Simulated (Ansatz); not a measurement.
How methods differ on SnH3F (SMILES [F][SnH3])

SnH3F: 5 atoms, total charge 0, spin state singlet. As SMILES, `[F][SnH3]`. The coordinates come from a PBE0-D4/def2-TZVP relaxation.

Each level gives the vertical energy of the triplet above the singlet (eV). The values are calculated.

| level | kind | program | value (eV) | less FCI/STO-3G | CPU time (all runs) |
| --- | --- | --- | --- | --- | --- |
| HF/STO-3G | Hartree–Fock | Ansatz | 6.53 | -0.68 | 4.8 s |
| revPBE/STO-3G | GGA | Ansatz | 7.22 | +0.01 | 14 s |
| PBE0/STO-3G | global hybrid | Ansatz | 7.27 | +0.06 | 47 s |
| HSE06/STO-3G | range-separated hybrid | Ansatz | 7.28 | +0.07 | 51 s |
| B2PLYP/STO-3G | double hybrid | Ansatz | 7.35 | +0.14 | 89 s |
| RPA@PBE/STO-3G | RPA | Ansatz | 7.27 | +0.06 | 17 s |
| MP2/STO-3G | perturbation theory | Ansatz | 7.07 | -0.14 | 12 s |
| CCSD(T)/STO-3G | coupled cluster or CI | Ansatz | 7.20 | -0.01 | 13 s |
| CCSDT(Q)/STO-3G | coupled cluster or CI | Ansatz | 7.21 | 0.00 | 17 s |
| FCI/STO-3G | exact in the basis | Ansatz | 7.21 | 0.00 | 39 s |

FCI/STO-3G is exact within its basis and frozen core, so for wave-function methods in that basis the difference is their error; functionals converge differently with the basis, so for them it is only a difference. All-electron rows without a relativistic Hamiltonian named are non-relativistic. Spin-orbit coupling, which can split open shells on such heavy atoms by tenths of an eV, is left out. The values span 6.53 to 7.35 eV. A triplet this far above the singlet is often a Rydberg-like or dissociative state; sets without diffuse functions put Rydberg states too high. All rows use very small basis sets, so none should be taken for the real molecule's value. In the correlated wave-function rows the outer d shell of Sn is correlated, in sets not made for it. CPU times are rough (shared hosts, several kinds of processor and program).

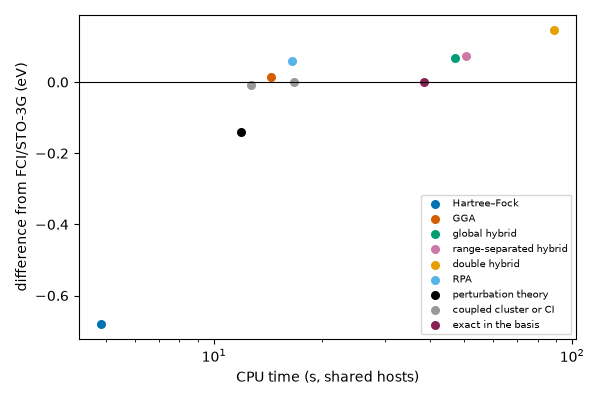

Difference from FCI/STO-3G against processor time, one point a level.
